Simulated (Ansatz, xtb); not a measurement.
## Group exchange: CH6N2 + SiH3(CH3) → CH7NSi + CH5N

Species: CH6N2 `CNN`, singlet; SiH3(CH3) (methylsilane), singlet; CH7NSi `CN[SiH3]`, singlet; CH5N (methylamine) `CN`, singlet. The partners trade NH2 for SiH3: N–NH2 and C–SiH3 bonds give way to N–SiH3 and C–NH2.

Shapes, held fixed at every level: PBE0-D4/def2-TZVP. Flexible molecules stand in one conformer, not always the lowest. Programs: Ansatz 0.2.0, xtb 6.7.1. The zero-point and thermal change to 298 K, harmonic and unscaled (PBE0-D4/def2-TZVP), is +2.6 kJ/mol.

| level | kind | ΔH(298 K) (kJ/mol) | less CCSD(T)/CBS estimate |
| --- | --- | --- | --- |
| GFN1-xTB | semi-empirical | -169.6 | -50.5 |
| HF/def2-SVP | Hartree–Fock | -120.2 | -1.1 |
| PBE-D4/def2-TZVPP | GGA | -104.4 | +14.7 |
| r2SCAN0-D4/def2-TZVPP | global hybrid | -115.7 | +3.4 |
| B2PLYP/def2-TZVPP | double hybrid | -118.3 | +0.8 |
| MP2/def2-SVP | perturbation theory | -115.5 | +3.6 |
| MP2/def2-TZVPP | perturbation theory | -123.8 | -4.7 |
| CCSD(T)/def2-TZVPP | coupled cluster or CI | -117.5 | +1.6 |
| CCSD(T)/CBS estimate | coupled cluster or CI | -119.1 | 0.0 |

The highest level, CCSD(T)/CBS estimate, gives ΔH(298 K) = -119.1 kJ/mol; the levels span -169.6 to -104.4. The column of differences is taken from that level and isn't an error. No measured value is set beside it here. The CBS estimate extrapolates MP2 from def2-TZVPP and def2-QZVPP and adds CCSD(T) − MP2 in the triple-zeta set, cores frozen.

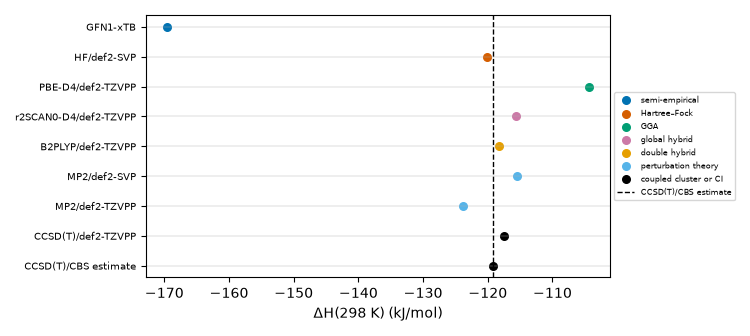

The values of the table, level by level.
